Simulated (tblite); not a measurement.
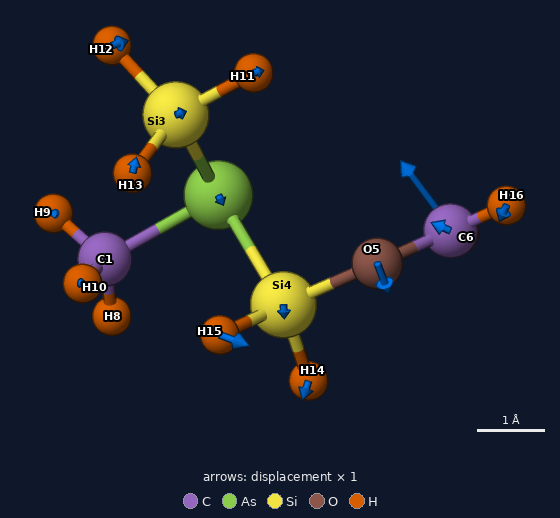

A relaxation of C2H9AsO2Si2. The starting structure is drawn; blue arrows show the displacements, at their true length. The two geometries are superimposed by the best rigid fit.

The picture is a ball-and-stick view, seen at a tilt.

Level of theory: GFN2-xTB geometry optimisation, gas phase in tblite. 

Which element moves most?

Answer. Oxygen: up to 1.53 Å, against 0.54 Å for hydrogen.

What did the optimiser do to the structure, and how much energy did it gain?

Answer. The largest move after the best rigid fit is that of an O atom, 1.53 Å. By element the largest moves are O 1.53 Å, H 0.54 Å, C 0.34 Å, Si 0.23 Å, As 0.19 Å. Near-neighbour distances that change, for instance: C–O 1.401 → 1.291 Å, C–O 1.259 → 1.201 Å, O–Si 1.739 → 1.693 Å, C–H 1.118 → 1.089 Å. Among the angles between lasting bonds that change: As–Si–H 109.7° → 122.7°, O–Si–H 108.7° → 98.1°, O–Si–H 109.4° → 99.1°. Groups turn about O–Si by about 60°. After 103 geometry steps the energy has fallen by 18.5 kcal/mol. The run took 1.5 s on 1 thread of Arm Neoverse N1, on a shared host.
